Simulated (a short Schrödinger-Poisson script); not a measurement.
Structure: gated In0.52Al0.48As/In0.53Ga0.47As modulation-doped gas in a quantum well, at 20 K.

| layer | material | thickness (nm) | Nd (cm⁻³) | Na (cm⁻³) |
|---|---|---|---|---|
| 1 | In0.52Al0.48As | 30 | - | - |
| 2 | In0.52Al0.48As | 10 | 1.4e18 | - |
| 3 | In0.52Al0.48As | 10 | - | - |
| 4 | In0.53Ga0.47As | 6 | - | - |
| 5 | In0.52Al0.48As | 4000 | - | 4e14 |

The device is made up for the run: typed textbook-type constants, with dimensions and the other settings drawn at random. In0.52Al0.48As: permittivity 12.5, conduction-band edge (eV) 0.52, gap (eV) 1.45, electron mass (mₑ) 0.075, Nv at 300 K (cm⁻³) 1.1e19. In0.53Ga0.47As: permittivity 13.9, conduction-band edge (eV) 0, gap (eV) 0.74, Nv at 300 K (cm⁻³) 7.7e18.

Channel valleys (confinement mass, in-plane density-of-states mass, number): Γ 0.041, 0.041, 1. At the gate the conduction-band edge of layer 1 lies 0.65 eV − eVg above the Fermi level of the channel; the field vanishes at the back. Donor level 0.05 eV below the band edge. The barrier under the gate holds no holes. Gaps are held at their typed values at every temperature. Mesh 0.08 nm at interfaces.

Solved with a short Schrödinger-Poisson script written for these runs: 1D Poisson equation in equilibrium, electrons quantum, Hartree (BenDaniel-Duke, 40 states a valley, the channel's in-plane mass for all, wave functions free to enter the barrier), parabolic valleys, classical holes, donors ionised by Fermi statistics, acceptors fully, no traps, pinning or gate leakage.

Only gate voltages with over 1e8 electrons/cm² are shown.

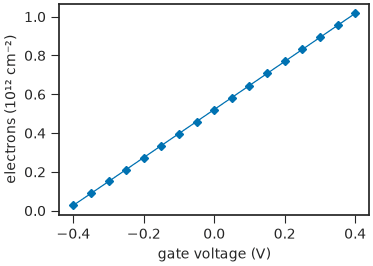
*Sheet density against gate voltage*

```csv
Vg (V),electrons (cm⁻²),in the channel layer,C (μF/cm²),Γ E0 (meV),Γ E1 (meV)
0.4,1.02e12,9.47e11,0.199,-59.4,131.9
0.35,9.55e11,8.89e11,0.199,-55.8,153.6
0.3,8.93e11,8.32e11,0.199,-52.1,174.6
0.25,8.31e11,7.74e11,0.199,-48.5,195.1
0.2,7.69e11,7.17e11,0.199,-44.9,215.0
0.15,7.07e11,6.59e11,0.199,-41.3,234.5
0.1,6.45e11,6.02e11,0.199,-37.7,252.9
0.05,5.83e11,5.44e11,0.199,-34.1,258.6
0,5.21e11,4.86e11,0.199,-30.4,262.7
-0.05,4.60e11,4.29e11,0.199,-26.8,266.8
-0.1,3.98e11,3.71e11,0.199,-23.2,270.8
-0.15,3.36e11,3.13e11,0.199,-19.6,274.8
-0.2,2.74e11,2.56e11,0.198,-16.0,278.8
-0.25,2.12e11,1.98e11,0.198,-12.4,282.8
-0.3,1.50e11,1.40e11,0.198,-8.8,286.8
-0.35,8.87e10,8.29e10,0.198,-5.1,290.9
-0.4,2.79e10,2.61e10,0.190,-0.8,295.6
```

Subbands count from the Fermi level.
